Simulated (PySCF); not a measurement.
```tsv
atom	x (Å)	y (Å)	z (Å)
C	-2.6743	-0.1089	1.5377
C	-2.6620	0.0034	0.0154
C	-2.5699	1.4691	-0.4010
Si	-1.2690	-1.0465	-0.7671
C	0.4314	-0.5764	-0.0532
C	1.5806	-1.2492	-0.8025
Si	3.2757	-0.8329	-0.0326
Si	3.5274	1.4588	0.1308
H	-1.7580	0.3003	1.9591
H	-3.5144	0.4434	1.9585
H	-2.7621	-1.1474	1.8496
H	-3.6167	-0.3860	-0.3538
H	-3.3949	2.0430	0.0206
H	-1.6401	1.9114	-0.0487
H	-2.6073	1.5653	-1.4839
H	-1.5307	-2.4683	-0.4964
H	-1.2657	-0.8266	-2.2207
H	0.4796	-0.8611	1.0002
H	0.5736	0.5070	-0.0859
H	1.4223	-2.3288	-0.8097
H	1.5561	-0.9353	-1.8479
H	3.3257	-1.4973	1.2806
H	4.3123	-1.4840	-0.8492
H	2.9005	2.1792	-0.9842
H	4.9326	1.8730	0.1498
H	2.9263	2.0173	1.3479
```

Geometry: GFN2-xTB.

Computed with PBE0/pcSseg-1, SCF density, gas phase, non-relativistic in PySCF.

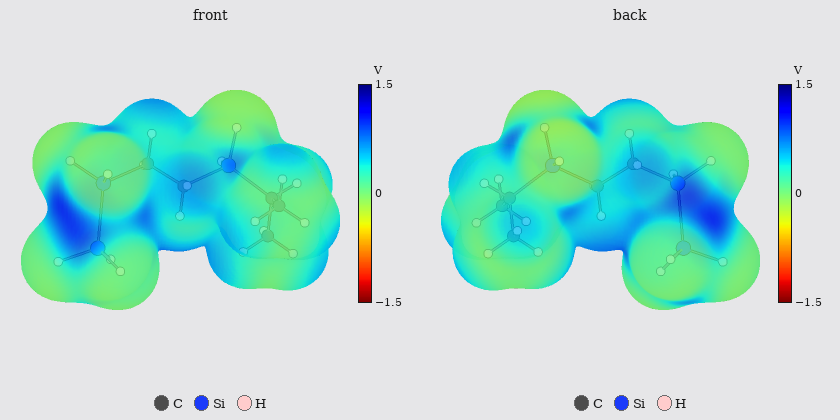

C₅H₁₈Si₃ (SMILES CC(C)[SiH2]CC[SiH2][SiH3]). The molecular electrostatic potential painted on the density surface at 0.002 e/bohr³, seen from the front and from behind; the colour scale runs from red (negative) to blue (positive).

Which sites attract a positive test charge, and which a negative one?

Answer. A positive charge is drawn to the negative regions and a negative charge to the positive ones. The most negative region (about −0.1 V) lies over H16 and H17, the most positive (about +1.0 V) over Si7 and Si8.

What dipole moment does the calculation give?

Answer. Its dipole moment is 0.64 D.
